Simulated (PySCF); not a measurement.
# Geometry relaxation, with input and output: C₄H₄F₂Ge

System: C₄H₄F₂Ge.
Method: PBE0-D3(BJ)/def2-SVP geometry optimisation, gas phase (PySCF 2.14.0).

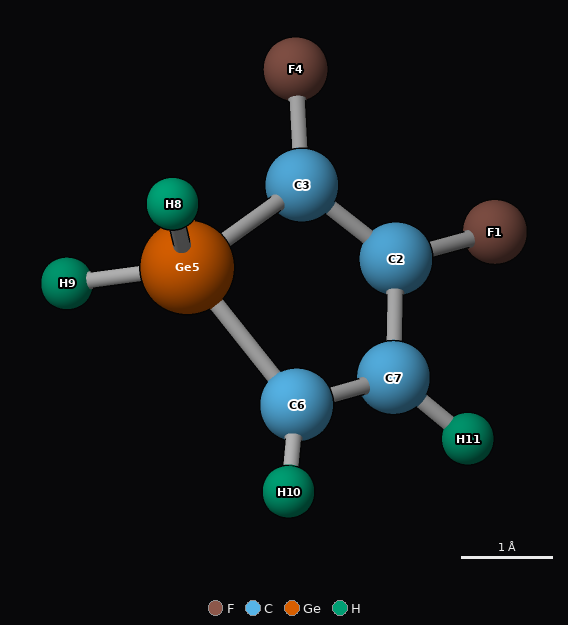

The starting structure (ball-and-stick view, seen at a tilt; atoms are numbered from 1 in the order of the input). Sticks mark near contacts. Bond lengths as drawn: C–C 1.34 to 1.44 Å, C–F 1.38 Å, C–Ge 1.94 Å, C–H 1.08 Å and Ge–H 1.47 to 1.50 Å.

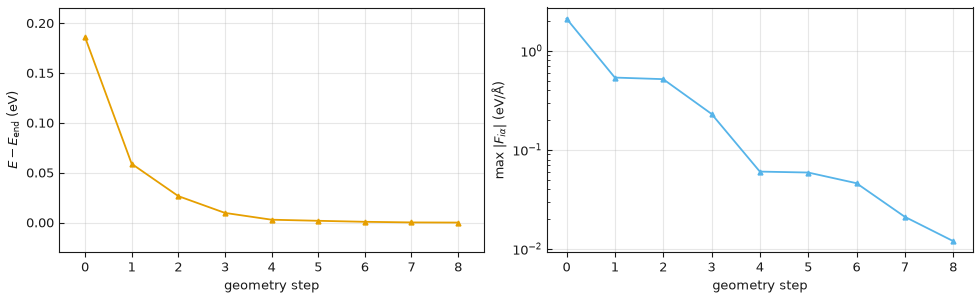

Progress of the relaxation, step by step (steps are counted from 0).

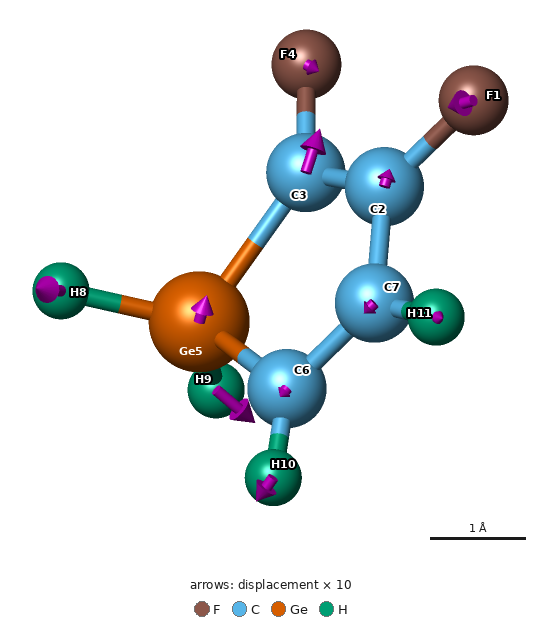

The starting structure with the displacements as pink arrows, magnified 10 times (ball-and-stick view, seen at a tilt). The two geometries are laid on each other by the best rigid fit. After 8 geometry steps the energy has fallen by 0.186 eV. Largest force component: 2.1 eV/Å at the start, 0.012 eV/Å at the end. The largest move after the best rigid fit is that of H9, 0.058 Å. Largest moves by element: H 0.058 Å, C 0.050 Å, F 0.039 Å, Ge 0.031 Å. Among the contacts that change: Ge5–H9 1.474 → 1.535 Å, C3–F4 1.381 → 1.327 Å, Ge5–H8 1.502 → 1.535 Å, C2–C7 1.444 → 1.471 Å. (Atoms are counted from 1 in the order of the input.)

The input that produced these results follows, with the program's output.

### Input file
```
{"job": {"xc": "PBE0", "basis": "def2-SVP", "d3": "d3bj", "grid": 1, "shake": 0.01, "kind": "geom"}, "charge": 0, "multiplicity": 1}
F      2.524420    -0.920150     0.005600
C      1.248960    -0.405550    -0.011640
C      0.915840     0.876690    -0.239260
F      1.867130     1.848480    -0.477210
Ge    -1.012950     1.065850    -0.149010
C     -1.086810    -0.838210     0.227300
C      0.171490    -1.333340     0.239830
H     -1.438060     1.986860     0.959150
H     -1.613240     1.530140    -1.412220
H     -1.946130    -1.467690     0.414870
H      0.407460    -2.368910     0.426920
```

The first line tells a small driver script what to run in PySCF; the rest is the geometry in Å.

Launch command:
```bash
OMP_NUM_THREADS=1 python <driver script> task.json out
```

### Log
```
step   0  E = -2430.29152170  max force = 0.041162
step   1  E = -2430.29619013  max force = 0.010455
step   2  E = -2430.29738077  max force = 0.010077
step   3  E = -2430.29799977  max force = 0.004494
step   4  E = -2430.29825032  max force = 0.001174
step   5  E = -2430.29829034  max force = 0.001149
step   6  E = -2430.29832750  max force = 0.000896
step   7  E = -2430.29835050  max force = 0.000410
step   8  E = -2430.29835549  max force = 0.000234
optimisation converged
```

### Trajectory as extended XYZ (Å, eV, eV/Å), 9 frames, from step=0 to step=8
```
11
Properties=species:S:1:pos:R:3:forces:R:3 step=0 energy=-66131.60074
F     2.5244   -0.9202    0.0056   -1.6718   0.9187  -0.0597
C     1.2490   -0.4056   -0.0116    1.9886  -0.3829  -0.0724
C     0.9158    0.8767   -0.2393    2.1166   1.4184  -0.3902
F     1.8671    1.8485   -0.4772   -1.3816  -1.2804   0.3009
Ge   -1.0130    1.0658   -0.1490    0.5867  -0.6163   0.6015
C    -1.0868   -0.8382    0.2273    0.2197  -0.1456   0.0209
C     0.1715   -1.3333    0.2398   -1.0589   0.2957   0.0064
H    -1.4381    1.9869    0.9591   -0.1737   0.2757   0.5268
H    -1.6132    1.5301   -1.4122   -0.4781   0.2510  -1.0768
H    -1.9461   -1.4677    0.4149   -0.3136  -0.1783   0.0398
H     0.4075   -2.3689    0.4269    0.1660  -0.5559   0.1027
11
Properties=species:S:1:pos:R:3:forces:R:3 step=1 energy=-66131.72777
F     2.4683   -0.7796   -0.5854    0.2145  -0.2474   0.2924
C     1.2837   -0.3501   -0.1768   -0.2408   0.2472  -0.4879
C     0.9044    0.9383   -0.2546   -0.5376   0.0846   0.1728
F     1.6541    1.9375   -0.6865    0.3358   0.0240  -0.0415
Ge   -1.0229    1.0224    0.0924   -0.0143   0.1070  -0.1270
C    -1.0090   -0.8981    0.3957   -0.1101   0.0613  -0.0626
C     0.2505   -1.3320    0.2033    0.1342  -0.0700  -0.0125
H    -1.4534    1.9112    1.2738    0.0431  -0.0941  -0.0440
H    -1.7494    1.4731   -1.2022    0.0577  -0.1072   0.2229
H    -1.8370   -1.5669    0.6379    0.0569   0.0062   0.0958
H     0.5475   -2.3824    0.2889    0.0606  -0.0115  -0.0084
11
Properties=species:S:1:pos:R:3:forces:R:3 step=2 energy=-66131.76017
F     2.4937   -0.8137   -0.4756   -0.0398   0.3219  -0.0456
C     1.2800   -0.3364   -0.2228   -0.4969  -0.4003   0.2657
C     0.8785    0.9470   -0.2882    0.5182  -0.0230  -0.2957
F     1.6850    1.9179   -0.6959    0.0194   0.2672   0.0689
Ge   -1.0398    1.0285    0.0826   -0.0077  -0.0613  -0.1245
C    -1.0100   -0.8927    0.3725    0.0156   0.0056  -0.0238
C     0.2518   -1.3174    0.1660   -0.0461  -0.0899   0.0932
H    -1.4426    1.8914    1.2848    0.0483  -0.0181   0.0296
H    -1.8076    1.4747   -1.1724   -0.0239  -0.0062   0.0353
H    -1.8204   -1.5657    0.6554    0.0083   0.0096   0.0485
H     0.5685   -2.3602    0.2801    0.0046  -0.0056  -0.0517
11
Properties=species:S:1:pos:R:3:forces:R:3 step=3 energy=-66131.77701
F     2.4972   -0.7691   -0.4365    0.0256  -0.1139  -0.0947
C     1.2549   -0.3460   -0.2351    0.2311   0.0888   0.1808
C     0.8861    0.9465   -0.3173   -0.1172   0.0738  -0.1501
F     1.6961    1.9363   -0.6861   -0.0579  -0.1905   0.1185
Ge   -1.0299    1.0245    0.0651    0.0270  -0.0186  -0.0683
C    -1.0154   -0.8965    0.3658   -0.0069  -0.0532   0.0264
C     0.2396   -1.3382    0.1565    0.0084   0.1539   0.0245
H    -1.4029    1.8768    1.2814    0.0122   0.0138   0.0637
H    -1.8254    1.4742   -1.1636   -0.0822   0.0159  -0.0490
H    -1.8251   -1.5562    0.6793   -0.0308   0.0013  -0.0063
H     0.5618   -2.3790    0.2769   -0.0094   0.0287  -0.0456
11
Properties=species:S:1:pos:R:3:forces:R:3 step=4 energy=-66131.78383
F     2.4958   -0.7857   -0.4550   -0.0150  -0.0111   0.0073
C     1.2647   -0.3441   -0.2236    0.0137   0.0154   0.0129
C     0.8887    0.9451   -0.3169   -0.0274   0.0344  -0.0604
F     1.7031    1.9314   -0.6742   -0.0176  -0.0476   0.0326
Ge   -1.0309    1.0244    0.0594   -0.0190   0.0127  -0.0128
C    -1.0184   -0.8949    0.3709    0.0458   0.0535   0.0077
C     0.2402   -1.3269    0.1638    0.0117  -0.0537   0.0191
H    -1.4005    1.8787    1.2789    0.0199   0.0068   0.0167
H    -1.8363    1.4701   -1.1698   -0.0172  -0.0010   0.0066
H    -1.8287   -1.5557    0.6823   -0.0008   0.0009  -0.0295
H     0.5592   -2.3692    0.2708    0.0058  -0.0104  -0.0003
11
Properties=species:S:1:pos:R:3:forces:R:3 step=5 energy=-66131.78492
F     2.4952   -0.7880   -0.4511    0.0084   0.0170   0.0137
C     1.2640   -0.3462   -0.2219   -0.0122  -0.0235  -0.0104
C     0.8847    0.9419   -0.3250    0.0218  -0.0258  -0.0193
F     1.7059    1.9225   -0.6762    0.0152   0.0383  -0.0084
Ge   -1.0327    1.0288    0.0580    0.0133   0.0049  -0.0196
C    -1.0146   -0.8897    0.3679   -0.0229  -0.0591   0.0544
C     0.2417   -1.3307    0.1661   -0.0135   0.0574  -0.0087
H    -1.3887    1.8827    1.2833    0.0186  -0.0079  -0.0025
H    -1.8500    1.4746   -1.1642   -0.0029  -0.0041   0.0210
H    -1.8274   -1.5488    0.6760   -0.0173  -0.0023  -0.0232
H     0.5588   -2.3738    0.2736   -0.0087   0.0052   0.0028
11
Properties=species:S:1:pos:R:3:forces:R:3 step=6 energy=-66131.78593
F     2.4966   -0.7909   -0.4395    0.0038   0.0087   0.0061
C     1.2633   -0.3479   -0.2236   -0.0110  -0.0064   0.0001
C     0.8851    0.9395   -0.3374    0.0091  -0.0297   0.0025
F     1.7091    1.9194   -0.6840    0.0117   0.0346  -0.0138
Ge   -1.0299    1.0300    0.0569   -0.0054  -0.0027  -0.0225
C    -1.0182   -0.8892    0.3668   -0.0006  -0.0080   0.0461
C     0.2386   -1.3290    0.1661   -0.0062   0.0052  -0.0047
H    -1.3686    1.8826    1.2880    0.0147  -0.0040  -0.0033
H    -1.8609    1.4780   -1.1544   -0.0026   0.0056   0.0118
H    -1.8332   -1.5472    0.6717   -0.0071  -0.0022  -0.0200
H     0.5551   -2.3719    0.2760   -0.0064  -0.0011  -0.0023
11
Properties=species:S:1:pos:R:3:forces:R:3 step=7 energy=-66131.78656
F     2.4971   -0.7978   -0.4241   -0.0018   0.0013   0.0000
C     1.2621   -0.3523   -0.2237    0.0018   0.0081  -0.0044
C     0.8863    0.9344   -0.3528   -0.0023  -0.0184   0.0140
F     1.7129    1.9134   -0.6974    0.0023   0.0043  -0.0087
Ge   -1.0256    1.0330    0.0550   -0.0084  -0.0085  -0.0158
C    -1.0219   -0.8859    0.3691    0.0066   0.0173   0.0211
C     0.2334   -1.3291    0.1672   -0.0005  -0.0122   0.0027
H    -1.3375    1.8866    1.2920    0.0034   0.0042   0.0011
H    -1.8744    1.4859   -1.1416    0.0012   0.0080   0.0031
H    -1.8414   -1.5415    0.6667    0.0000  -0.0024  -0.0100
H     0.5460   -2.3733    0.2762   -0.0023  -0.0017  -0.0030
11
Properties=species:S:1:pos:R:3:forces:R:3 step=8 energy=-66131.78670
F     2.4962   -0.8030   -0.4205   -0.0022  -0.0033  -0.0011
C     1.2612   -0.3557   -0.2232    0.0023   0.0011  -0.0025
C     0.8873    0.9308   -0.3574   -0.0028  -0.0014   0.0079
F     1.7157    1.9078   -0.7043    0.0003  -0.0020  -0.0043
Ge   -1.0233    1.0354    0.0544   -0.0028  -0.0056  -0.0044
C    -1.0235   -0.8829    0.3721    0.0033   0.0120   0.0050
C     0.2304   -1.3297    0.1691    0.0005  -0.0069   0.0014
H    -1.3249    1.8917    1.2923   -0.0002   0.0034  -0.0002
H    -1.8762    1.4915   -1.1378    0.0016   0.0044   0.0002
H    -1.8456   -1.5374    0.6653    0.0014  -0.0005  -0.0015
H     0.5397   -2.3751    0.2765   -0.0013  -0.0011  -0.0006
```

### Summary

- outcome: converged
- total energy: −2430.298355 hartree
- dipole moment: 2.38 D
- point group: Cs
- hardware: 1 CPU thread, shared host
- wall time: 74 s
- peak memory: 0.53 GiB
